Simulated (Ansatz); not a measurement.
**BH3F− (SMILES [BH3-]F): levels of theory compared**

Wanted: a comparison of 6 runs (B2PLYP/STO-3G, B3LYP/STO-3G, UB3LYP/STO-3G, r2SCAN0/STO-3G, revPBE/STO-3G, UMP2/STO-3G) of BH3F−. 

The results are computed with Ansatz 0.2.0.

3 further runs of the same task are left out: 1 that didn't finish, 2 set aside as unsound or not needed.

## Step 1: The system as given

BH3F−: 5 atoms, total charge -1, spin state singlet. SMILES: `[BH3-]F`. The H5–B1 distance was set to 3.070 Å, away from the relaxed value. At this shape a bond of the SMILES string is far longer than usual.

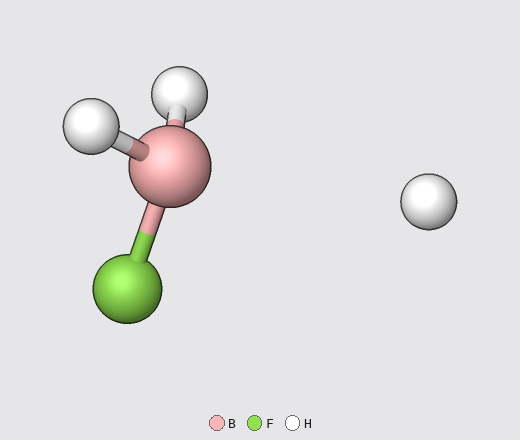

The structure, seen from a chosen angle (boron pink, fluorine green, hydrogen white).

## Step 2: The energy at B2PLYP/STO-3G (run 1)

in.yaml

```yaml
crystal:
  periodic: [false, false, false]
  atoms:
    - {symbol: B, position_ang: [-0.872490, -1.540312, 0.445724]}
    - {symbol: F, position_ang: [0.018810, -2.287502, 1.306584]}
    - {symbol: H, position_ang: [-1.904080, -1.305382, 1.067714]}
    - {symbol: H, position_ang: [-1.111300, -2.220882, -0.547926]}
    - {symbol: H, position_ang: [0.522090, 1.075700, -0.353640]}
basis:
  gaussian:
    orbitals: STO-3G
total_charge: -1
hamiltonian:
  xc: {name: B2PLYP}
correlation:
  frozen_orbitals: {B: 1, F: 1, H: 0}
accuracy: high
```

Run with:

```sh
$ ansatz run in.yaml --threads 1 --pin off --max-ram 2610MiB --events-out events.jsonl --progress --plain --runs-dir runs
```

Output:

```text
Warning: RAYON_NUM_THREADS=1 ignored (pool sized by the plan → 1); use --threads N
Functional definition: B2PLYP
  name "B2PLYP"
  parameter a = 0.53
  parameter c = 0.27
  exchange = (1 - a)*b88_x + a*exact_x
  correlation = (1 - c)*lyp_c + c*(mp2_os + mp2_ss)
207 factors; integrals over basis functions are off by at most 4.5e-8 eV
mean field evaluation 1: about -3375.5037 eV, gradient 2.4e1 eV
mean field evaluation 2: about -3375.4965 eV, gradient 2.4e1 eV
mean field evaluation 4: about -3377.2358 eV, gradient 1.6e1 eV
mean field evaluation 8: about -3379.3771 eV, gradient 6.9e0 eV
mean field evaluation 16: about -3379.8207 eV, gradient 9.2e-3 eV
mean field -3379.82072116 eV, -124.2061205777 hartree, gradient 2.2e-8 eV, S^2 0.000000; 0 other end points of the search recorded, 0 dependent functions left out; unrestricted orbitals would lower it
2 core orbitals not correlated: weight in the atoms' cores, before any rotation towards them, 1.000 or more for the frozen orbitals, at most 0.000 for the correlated occupied ones
reference -3379.82073811 eV, -124.2061212007 hartree; 7, 7 occupied and 4, 4 virtual orbitals, 207 factors
second order -4.82080129 eV of doubles, -0.00000000 eV of singles
Total energy: -3381.12235446 eV, -124.2539547192 hartree
```

Run time: 0.91 s. Hardware: 1 thread of AMD EPYC 7R43 (Zen 3), shared host; peak memory 0.093 GiB.

## Step 3: A single-point energy at B3LYP/STO-3G (run 2)

input.yaml

```yaml
basis:
  gaussian: {orbitals: STO-3G}
crystal:
  periodic: [false, false, false]
  atoms:
    - {symbol: B, position_ang: [-0.872490, -1.540312, 0.445724]}
    - {symbol: F, position_ang: [0.018810, -2.287502, 1.306584]}
    - {symbol: H, position_ang: [-1.904080, -1.305382, 1.067714]}
    - {symbol: H, position_ang: [-1.111300, -2.220882, -0.547926]}
    - {symbol: H, position_ang: [0.522090, 1.075700, -0.353640]}
total_charge: -1
hamiltonian: {xc: {name: B3LYP}}
accuracy: high
```

Run with:

```sh
$ ansatz run input.yaml --threads 1 --pin off --max-ram 2610MiB --events-out events.jsonl --progress --plain --runs-dir runs
```

Output:

```text
Warning: RAYON_NUM_THREADS=1 ignored (pool sized by the plan → 1); use --threads N
Functional definition: B3LYP
  name "B3LYP"
  parameter a0 = 0.2
  parameter ax = 0.72
  parameter ac = 0.81
  exchange = (1 - a0 - ax)*slater_x + ax*b88_x + a0*exact_x
  correlation = (1 - ac)*vwn_rpa_c + ac*lyp_c
207 factors; integrals over basis functions are off by at most 4.5e-8 eV
mean field evaluation 1: about -3368.5118 eV, gradient 7.2e1 eV
mean field evaluation 2: about -3358.1497 eV, gradient 3.9e1 eV
mean field evaluation 4: about -3385.6143 eV, gradient 7.8e0 eV
mean field evaluation 8: about -3385.6144 eV, gradient 7.8e0 eV
mean field evaluation 16: about -3386.2576 eV, gradient 4.0e-9 eV
mean field -3386.25755655 eV, -124.4426699154 hartree, gradient 1.4e-8 eV, S^2 0.000000; 0 other end points of the search recorded, 0 dependent functions left out
reference -3386.25758269 eV, -124.4426708759 hartree; 9, 9 occupied and 4, 4 virtual orbitals, 207 factors
Total energy: -3386.25758269 eV, -124.4426708759 hartree
```

Wall time 0.71 s (1 thread of AMD EPYC 7R43 (Zen 3), shared host); peak memory 0.097 GiB.

Run 3 isn't shown in full; the table further down has it.

## Step 4: The energy at r2SCAN0/STO-3G (run 4)

run.yaml

```yaml
basis:
  gaussian:
    orbitals: STO-3G
crystal:
  periodic: [false, false, false]
  atoms:
    - {symbol: B, position_ang: [-0.872490, -1.540312, 0.445724]}
    - {symbol: F, position_ang: [0.018810, -2.287502, 1.306584]}
    - {symbol: H, position_ang: [-1.904080, -1.305382, 1.067714]}
    - {symbol: H, position_ang: [-1.111300, -2.220882, -0.547926]}
    - {symbol: H, position_ang: [0.522090, 1.075700, -0.353640]}
total_charge: -1
hamiltonian:
  xc: {name: r2SCAN0}
accuracy: high
```

Run with:

```sh
$ ansatz run run.yaml --threads 1 --pin off --max-ram 2610MiB --events-out events.jsonl --progress --plain --runs-dir runs
```

Output:

```text
Warning: RAYON_NUM_THREADS=1 ignored (pool sized by the plan → 1); use --threads N
Functional definition: r2SCAN0
  name "r2SCAN0"
  parameter a = 0.25
  parameter k0 = 0.174
  parameter k1 = 0.065
  parameter a1 = 4.9479
  exchange = (1 - a)*r2scan_x(k0 = k0, k1 = k1, a1 = a1) + a*exact_x
  correlation = r2scan_c
207 factors; integrals over basis functions are off by at most 4.5e-8 eV
mean field evaluation 1: about -3373.5721 eV, gradient 5.2e1 eV
mean field evaluation 2: about -3359.7438 eV, gradient 3.2e1 eV
mean field evaluation 4: about -3382.9032 eV, gradient 9.6e0 eV
mean field evaluation 8: about -3383.9771 eV, gradient 7.7e0 eV
mean field evaluation 16: about -3384.3005 eV, gradient 9.0e-9 eV
mean field -3384.30046568 eV, -124.3707481524 hartree, gradient 5.3e-8 eV, S^2 0.000000; 0 other end points of the search recorded, 0 dependent functions left out
reference -3384.30046599 eV, -124.3707481638 hartree; 9, 9 occupied and 4, 4 virtual orbitals, 207 factors
Total energy: -3384.30046599 eV, -124.3707481638 hartree
```

Run time: 1.3 s. Hardware: 1 thread of AMD EPYC 7R43 (Zen 3), shared host; peak memory 0.13 GiB.

Run 5 isn't shown in full; the table further down has it.

## Step 5: A single-point energy at UMP2/STO-3G (run 6)

Edit input.yaml of step 3 so:

```diff
@@ -1,3 +1 @@
-basis:
-  gaussian: {orbitals: STO-3G}
 crystal:
@@ -10,4 +8,7 @@
     - {symbol: H, position_ang: [0.522090, 1.075700, -0.353640]}
+basis:
+  gaussian: {orbitals: STO-3G}
+correlation: {method: mp2, frozen_orbitals: {B: 1, F: 1, H: 0}}
+magnetization: {spin_polarized: true, initial_magnetization: 0}
+accuracy: high
 total_charge: -1
-hamiltonian: {xc: {name: B3LYP}}
-accuracy: high
```

Run with:

```sh
$ ansatz run input.yaml --threads 1 --pin off --max-ram 2610MiB --events-out events.jsonl --progress --plain --runs-dir runs
```

Output:

```text
Warning: RAYON_NUM_THREADS=1 ignored (pool sized by the plan → 1); use --threads N
Functional definition: HF
  name "HF"
  exchange = exact_x
  correlation = 0
207 factors; integrals over basis functions are off by at most 4.5e-8 eV
mean field evaluation 1: about -3365.3387 eV, gradient 1.1e1 eV
mean field evaluation 2: about -3365.3754 eV, gradient 1.1e1 eV
mean field evaluation 4: about -3367.6591 eV, gradient 1.7e0 eV
mean field evaluation 8: about -3367.6944 eV, gradient 2.1e-2 eV
mean field evaluation 16: about -3369.8677 eV, gradient 1.7e0 eV
mean field evaluation 32: about -3369.8942 eV, gradient 8.1e-5 eV
mean field -3369.89417438 eV, -123.8413267121 hartree, gradient 1.4e-8 eV, S^2 0.959430; 5 other end points of the search recorded, 0 dependent functions left out
2 core orbitals not correlated: weight in the atoms' cores, before any rotation towards them, 1.000 or more for the frozen orbitals, at most 0.000 for the correlated occupied ones
reference -3369.89417438 eV, -123.8413267121 hartree; 7, 7 occupied and 4, 4 virtual orbitals, 207 factors
second order -1.19894806 eV of doubles, -0.00000000 eV of singles
Total energy: -3371.09312244 eV, -123.8853872406 hartree
```

Run time: 0.14 s. Hardware: 1 thread of AMD EPYC 7R43 (Zen 3), shared host.

## Step 6: All runs side by side

```tsv
run	level	frozen core orbitals	energy (Eh)	wall time
1	B2PLYP/STO-3G	2	-124.253955	0.91 s
2	B3LYP/STO-3G	–	-124.442671	0.71 s
3	UB3LYP/STO-3G	–	-124.457960	3.3 s
4	r2SCAN0/STO-3G	–	-124.370748	1.3 s
5	revPBE/STO-3G	–	-124.425696	0.73 s
6	UMP2/STO-3G	2	-123.885387	0.14 s
```

## Step 7: What came out

```
                                          quantity          value
                               run 6: total energy  -123.88539 Eh
run 6: correlation energy (2 core orbitals frozen)      -44.1 mEh
          run 6: ⟨S²⟩ of the reference determinant          0.959
```

In words: Totals of different functionals can't be ranked against each other. In run 1 the log says that unrestricted orbitals would lower the reference, so the values rest on an unstable closed-shell determinant (other closed-shell runs at this shape may share the fault). In runs 1, 2, 3, 4, 5, 6 the basis is minimal, so the values are rough. Spin contamination of the reference: run 6 ⟨S²⟩ = 0.96, run 3 ⟨S²⟩ = 0.53. Where it is this large, the reference is a mixture of spin states, and values that rest on it are in doubt. All runs together took 7.1 s, the longest 3.3 s.
